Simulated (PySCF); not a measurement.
# C₂H₆AlFO₂: geometry, spin-spin couplings

Aim: predict the spin-spin couplings of C₂H₆AlFO₂ (`C[O][Al]([F])[O]C`).

The runs use PySCF 2.14.0, with density-fitted response routines of our own; the level of theory stands in each step. All values are computed, except where a source is named. Atoms are numbered from 0 throughout.

### Step 1. The starting structure

12 atoms, charge 0, multiplicity 1; geometry from: GFN2-xTB. The atoms were then displaced at random by about 0.01 Å, so the start is not that level's minimum.

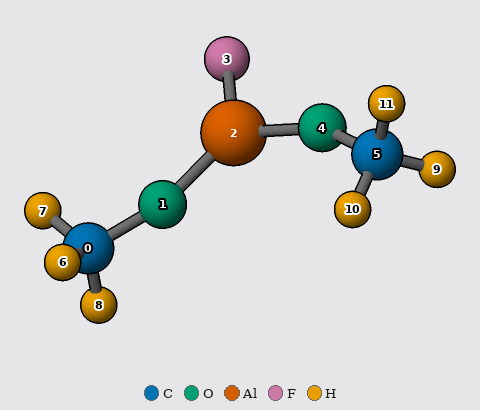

The starting geometry (carbon blue, oxygen teal, aluminium orange, fluorine pink, hydrogen amber), atoms numbered.

### Step 2. Geometry optimisation at PBE0-D3(BJ)/def2-SVP

Job settings and geometry (Å):

```
{"job": {"xc": "PBE0", "basis": "def2-SVP", "d3": "d3bj", "grid": 1, "shake": 0.01, "kind": "geom"}, "charge": 0, "multiplicity": 1}
C     -2.505830    -0.664140     0.041850
O     -1.243510    -0.102030     0.131530
Al    -0.099770     1.046930     0.361440
F     -0.394600     2.624260     0.710710
O      1.524910     0.702010     0.267110
C      2.609750    -0.148240     0.079360
H     -2.528580    -1.614080     0.535390
H     -3.249960     0.016820     0.504340
H     -2.791620    -0.763850    -0.995060
H      3.221160     0.223180    -0.731990
H      2.274640    -1.168380    -0.148110
H      3.223110    -0.180760     0.999120
```

Command:

```
OMP_NUM_THREADS=1 python probes_run.py task.json out
```

The driver reads the jobs from task.json and runs them one after another.

**Question.** This job is followed by: B3LYP/cc-pVTZ indirect spin-spin coupling, non-relativistic, gas phase; B3LYP/6-31G* indirect spin-spin coupling, non-relativistic, gas phase. What will the session give for the following? rotational constants (main isotopes); largest coupling of the table (B3LYP/cc-pVTZ); range of J(C0,H6), mean over like pairs.

As calculated:

| quantity | value |
| --- | --- |
| rotational constants (main isotopes) | 3.89, 1.87, 1.28 GHz |
| largest coupling of the table (B3LYP/cc-pVTZ) | 1J(Al,F) Al2–F3, -140.0 Hz |
| range of J(C0,H6), mean over like pairs | 130.0 to 149.7 Hz |

**Reading.** The start of the PBE0/def2-SVP relaxation was shaken at random by about 0.01 Å, so part of the energy gained, and of the first lengths quoted, undoes that. The optimisation took 23 steps and gained 0.142 eV; among the close pairs (by a distance rule), O1–Al2 changed most, from 1.637 to 1.679 Å. No frequency check was run at this level, so the end point may be a saddle. In the run at B3LYP/cc-pVTZ, the largest coupling of the table is Al2–F3, -140.0 Hz, of which the Fermi-contact term gives -52.3 Hz. Couplings across rotatable bonds belong to this one conformer; where others are populated, the observed values are averages. The coupling C0–H6, as a mean over pairs of its kind, runs from 130.0 Hz (B3LYP/cc-pVTZ) to 149.7 Hz (B3LYP/6-31G*). Couplings from bases without tight functions are rough.
